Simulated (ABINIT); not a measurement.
# LiHS (Ama2): a self-consistent loop beyond G0W0, cycle by cycle, part 3 of 3

Aim: iterate the self-energy on LiHS (Ama2) and follow the gap from cycle to cycle.

ABINIT 10.8.3; PBEsol and many-body steps on it, plane waves. Known limits of the many-body steps: not at the basis limit; coarse k mesh.

So far. Step 11 (evGW, cycle 1): Against G0W0 in ABINIT (2×2×2 mesh, 73 bands, screening to 106.1 eV, Godby-Needs plasmon pole), the gap moves by +0.696 eV. Step 14 (evGW, cycle 2): Against the cycle before, the gap moves by +0.038 eV.

### 15. Screening, 2×2×2 mesh, 73 bands, screening to 106.1 eV

This step: RPA screening on PBEsol, plane waves, norm-conserving pseudopotentials.

File run.abi:

```
acell 3*1.0 Angstrom
rprim 
  6.156870000000 0.000000000000 0.000000000000
  0.000000000000 2.809205000000 2.757390000000
  0.000000000000 -2.809205000000 2.757390000000
ntypat 3
znucl 3 1 16
natom 6
typat 1 1 2 2 3 3
xred 
  0.500000000000 0.501660000000 0.501660000000
  0.000000000000 0.501660000000 0.501660000000
  0.250000000000 0.133090000000 0.983490000000
  0.750000000000 0.983490000000 0.133090000000
  0.750000000000 0.998760000000 0.475340000000
  0.250000000000 0.475340000000 0.998760000000
pp_dirpath "pseudos"
pseudos "Li.upf, H.upf, S.upf"
ecut 33
ngkpt 2 2 2
nshiftk 1
shiftk 0 0 0
kptopt 1
chksymbreak 0
istwfk *1
occopt 1
irdwfk 1
optdriver 3
nband 73
ecuteps 3.9
inclvkb 2
awtr 1
symchi 1
gwcalctyp 10
mbpt_sciss 3.056 eV
nqptdm 1
qptdm 
  0 0 0
indata_prefix "in"
outdata_prefix "out"
tmpdata_prefix "tmp"
```

Started as:

```bash
> OMP_NUM_THREADS=1 mpirun -n 8 abinit run.abi > log
```

Numbers of over 12 decimals in the logs are rounded to 6 here.

The program printed:

```text
.Version 10.8.3 of ABINIT. v10.8.2 released Aug 2026.

 Symmetries : space group Am a 2 (# 40); Bravais oC (1-face-center ortho.)
[... echo of the input left out ...]
== DATASET  1 ==================================================================
-   mpi_nproc: 8, omp_nthreads: 1 (-1 if OMP is not activated)

--- !DatasetInfo
iteration_state: {dtset: 1, }
dimensions: {natom: 6, nkpt: 6, mband: 73, nsppol: 1, nspinor: 1, nspden: 1, mpw: 5848, }
cutoff_energies: {ecut:  33.0, pawecutdg:  -1.0, }
[...]
[... chi0 elements left out ...]
 For q-point:  0.000010 0.000020 0.000030
  dielectric constant =   3.0015
  dielectric constant without local fields =   3.5349

  Average fulfillment of the sum rule on Im[epsilon] for q-point    1 :     71.70  [%]
[... wings left out ...]
== END DATASET(S) ==============================================================
================================================================================

 -outvars: echo values of variables after computation  --------
           etotal      0.0000000000E+00
            nband          73
             nkpt           6
          spgroup          40
 [... the other variables as echoed above ...]

 Calculation completed.
```

Elapsed: 4.4 s, on 8 MPI ranks of Arm Neoverse V1, shared host; peak memory 1.1 GiB.

This step gave:

| Item | Value |
| --- | --- |
| ε∞ with local fields, on this mesh, along the program's q direction | 3.002 |
| the same without local fields | 3.535 |
| plasma frequency | 17.00 eV |
| plane waves in the screening matrix | 239 |

This screening uses the functional's bands under a rigid shift, the mean opening of the cycle before.

### 16. Screening, 2×2×2 mesh, 73 bands, screening to 106.1 eV

This step: RPA screening on PBEsol from quasiparticle energies, plane waves, norm-conserving pseudopotentials.

Edit run.abi of step 15 so:

```diff
@@ -33,7 +33,11 @@
 symchi 1
+irdqps 1
 gwcalctyp 10
-mbpt_sciss 3.056 eV
-nqptdm 1
+nqptdm 5
 qptdm 
-  0 0 0
+  0.5000000000 0.0000000000 0.0000000000
+  0.0000000000 0.5000000000 0.0000000000
+  0.5000000000 0.5000000000 0.0000000000
+  0.0000000000 0.5000000000 0.5000000000
+  0.5000000000 0.5000000000 0.5000000000
 indata_prefix "in"
```

File mrgscr.stdin:

```
2
merged
q0_SCR
out_SCR
1
```

Started as:

```bash
> OMP_NUM_THREADS=1 mpirun -n 8 abinit run.abi > log; mrgscr < mrgscr.stdin
```

The program printed:

```text
.Version 10.8.3 of ABINIT. v10.8.2 released Aug 2026.

 Symmetries : space group Am a 2 (# 40); Bravais oC (1-face-center ortho.)
[... echo of the input left out ...]
== DATASET  1 ==================================================================
-   mpi_nproc: 8, omp_nthreads: 1 (-1 if OMP is not activated)

--- !DatasetInfo
iteration_state: {dtset: 1, }
dimensions: {natom: 6, nkpt: 6, mband: 73, nsppol: 1, nspinor: 1, nspden: 1, mpw: 5848, }
cutoff_energies: {ecut:  33.0, pawecutdg:  -1.0, }
[...]
q-point number  1        q = ( 0.500000, 0.000000, 0.000000) [r.l.u.]
--------------------------------------------------------------------------------
[... chi0 elements left out ...]
  Average fulfillment of the sum rule on Im[epsilon] for q-point    2 :     82.64  [%]

--------------------------------------------------------------------------------
  q-point number  2        q = ( 0.000000, 0.500000, 0.000000) [r.l.u.]
--------------------------------------------------------------------------------
[... chi0 elements left out ...]
  Average fulfillment of the sum rule on Im[epsilon] for q-point    3 :     75.43  [%]

 [... 3 further q-points ...]
```

Wall time 4.3 s (8 MPI ranks); peak memory 1.1 GiB.

This step gave:

| Property | Result |
| --- | --- |
| plasma frequency | 17.00 eV |
| plane waves in the screening matrix | 239 |

This screening reads the quasiparticle levels of the cycle before.

### 17. evGW, cycle 3

This step: evGW on PBEsol, plane waves, norm-conserving pseudopotentials.

Edit run.abi of step 16 so:

```diff
@@ -27,12 +27,10 @@
 irdwfk 1
-optdriver 3
+optdriver 4
 nband 73
-ecuteps 3.9
-inclvkb 2
-awtr 1
-symchi 1
-irdqps 1
 gwcalctyp 10
-nqptdm 5
-qptdm 
+ecutsigx 33
+symsigma 1
+nkptgw 6
+kptgw 
+  0.0000000000 0.0000000000 0.0000000000
   0.5000000000 0.0000000000 0.0000000000
@@ -42,2 +40,13 @@
   0.5000000000 0.5000000000 0.5000000000
+bdgw 
+  1 14
+  1 14
+  1 14
+  1 14
+  1 14
+  1 14
+ecuteps 3.9
+irdscr 1
+ppmodel 1
+irdqps 1
 indata_prefix "in"
```

Started as:

```bash
> OMP_NUM_THREADS=1 mpirun -n 8 abinit run.abi > log
```

The program printed:

```text
.Version 10.8.3 of ABINIT. v10.8.2 released Aug 2026.

 Symmetries : space group Am a 2 (# 40); Bravais oC (1-face-center ortho.)
[... echo of the input left out ...]
== DATASET  1 ==================================================================
-   mpi_nproc: 8, omp_nthreads: 1 (-1 if OMP is not activated)

--- !DatasetInfo
iteration_state: {dtset: 1, }
dimensions: {natom: 6, nkpt: 6, mband: 73, nsppol: 1, nspinor: 1, nspden: 1, mpw: 5848, }
cutoff_energies: {ecut:  33.0, pawecutdg:  -1.0, }
[...]
.  kptgw no:  4; Maximum DeltaE = (  -0.003   0.081) for band index:  4
.  kptgw no:  5; Maximum DeltaE = (  -0.087   0.021) for band index:  4
.  kptgw no:  6; Maximum DeltaE = (  -0.010   0.029) for band index:  3

== END DATASET(S) ==============================================================
================================================================================

 -outvars: echo values of variables after computation  --------
           etotal      0.0000000000E+00
            nband          73
             nkpt           6
          spgroup          40
 [... the other variables as echoed above ...]

 Calculation completed.
```

Wall time 21 s (8 MPI ranks); peak memory 2.1 GiB.

Numbers from this step:

- quasiparticle gap on the mesh: 6.21 eV
- gap of the density functional on the mesh: 3.330 eV
- k of the valence top: 0, 0, 0
- k of the conduction bottom: 0, 0, 0
- least direct quasiparticle gap on the computed points: 6.21 eV

Against the cycle before, the gap moves by +0.003 eV.

### 18. The runs together

Times are wall times on 8 MPI ranks of Arm Neoverse V1, shared host, good to a factor of about two. A run's time includes the screening step that it read.

| run | mesh | bands | screening cutoff (eV) | DFT gap (eV) | gap on the mesh (eV) | direct (eV) | ε∞ used | time |
| --- | --- | --- | --- | --- | --- | --- | --- | --- |
| G0W0 | 2×2×2 | 73 | 106.1 | 3.330 | 5.473 | 5.473 | 3.73 | 9.2 s |
| evGW0, cycle 1 | 2×2×2 | 73 | 106.1 | 3.330 | 5.962 | 5.962 | 3.73 | 27 s |
| evGW0, cycle 2 | 2×2×2 | 73 | 106.1 | 3.330 | 5.762 | 5.762 | 3.73 | 27 s |
| evGW0, cycle 3 | 2×2×2 | 73 | 106.1 | 3.330 | 5.777 | 5.777 | 3.73 | 27 s |
| evGW0, cycle 4 | 2×2×2 | 73 | 106.1 | 3.330 | 5.776 | 5.776 | 3.73 | 27 s |
| evGW, cycle 1 | 2×2×2 | 73 | 106.1 | 3.330 | 6.169 | 6.169 | 3.08 | 30 s |
| evGW, cycle 2 | 2×2×2 | 73 | 106.1 | 3.330 | 6.207 | 6.207 | 3.01 | 30 s |
| evGW, cycle 3 | 2×2×2 | 73 | 106.1 | 3.330 | 6.210 | 6.210 | 3.00 | 30 s |

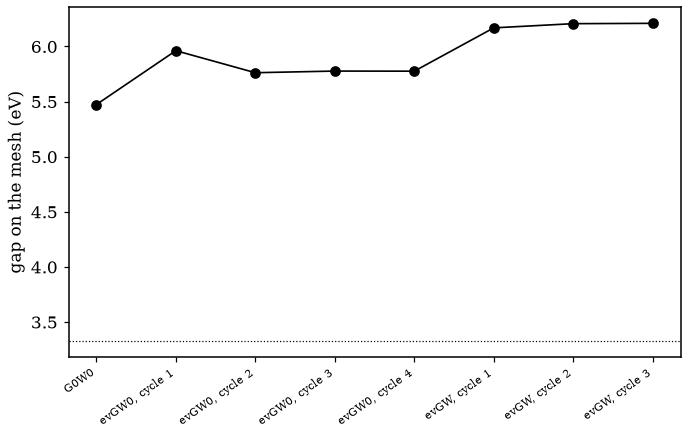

The gap through the cycles; the dotted line is the starting gap.

### 19. Outcome

| Property | Result |
| --- | --- |
| G0W0 | 5.473 eV |
| evGW0, cycle 1 | 5.962 eV |
| evGW0, cycle 2 | 5.762 eV |
| evGW0, cycle 3 | 5.777 eV |
| evGW0, cycle 4 | 5.776 eV |
| evGW, cycle 1 | 6.169 eV |
| evGW, cycle 2 | 6.207 eV |
| evGW, cycle 3 | 6.210 eV |
| known limits | not at the basis limit; coarse k mesh |

**Reading.** Only the bands that the input lists are updated; the others, empty or deep, keep the functional's energies or take a rigid shift. The evGW loop starts from the last levels of evGW0, so its cycles and time come on top of those. evGW0 ends at 5.78 eV, +0.30 eV from G0W0, after 4 cycles that took 84 s beside the first screening; the last moved the gap by 0.001 eV. evGW ends at 6.21 eV, +0.74 eV from G0W0, after 3 cycles that took 90 s beside the first screening; the last moved the gap by 0.003 eV. The first cycle of evGW0 takes the full correction, without the factor Z, so it overshoots the one-shot value. Bands and cutoff are finite, so the gap is not at the basis limit. The miss can reach some tenths of an eV and take either sign; the mesh is an error of its own. The 2×2×2 mesh is coarse for this cell, which bears on the long-range parts of exchange and screening. In the updated screening the q = 0 part is built from Kohn-Sham bands under a rigid shift, the other q from the quasiparticle levels.

[Paths, hosts, dates, memory and timing lines, banners, echoed tables and standing remarks are left out of the program output.]

[Logs are printed without paths, hosts, clocks, repeated set-up lines and the standing remarks that a program may print on its own settings, such as how far it seeks lower states.]

[Runs of the session that timed out or met a known fault of the program may be left out.]

[Hosts, paths, dates, database ids (printed as entryN), source tags and the programs' standing remarks are cut or masked in the printed files.]

[G0W0 gaps are taken among the corrected bands and points alone; a level outside them can change the order at an edge.]

[Where Ansatz stands beside ABINIT at settings called matched, ABINIT's density can come from a denser mesh and the files from another edition; pairs whose starting gaps differed by over 0.03 eV were left out, so agreement reads better than it is.]
